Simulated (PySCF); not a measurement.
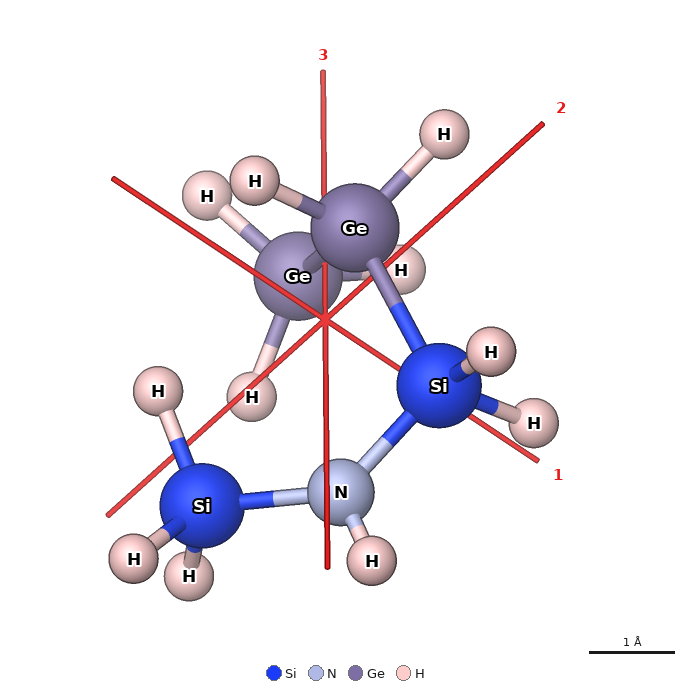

The three principal axes of inertia are drawn and numbered. Depth is shown by fading: the farther an atom, the more it takes the colour of the background. Computed geometry: PBE0-D3(BJ)/def2-SVP optimisation. No frequency run is at hand to confirm it as a minimum. Masses are those of the most abundant isotopes; constants are for the rigid equilibrium geometry.

Question: Which line is the a axis (least moment of inertia), which b and which c?

Answer: a is line 3, b is line 2, c is line 1; the moments are 346, 684, 899 u Å².

Question: What kind of rotor is it, and what are its rotational constants in GHz?

Answer: An asymmetric top (C1): A = 1.46, B = 0.739, C = 0.562 GHz. Ray's parameter κ is −0.61, nearer the prolate limit.
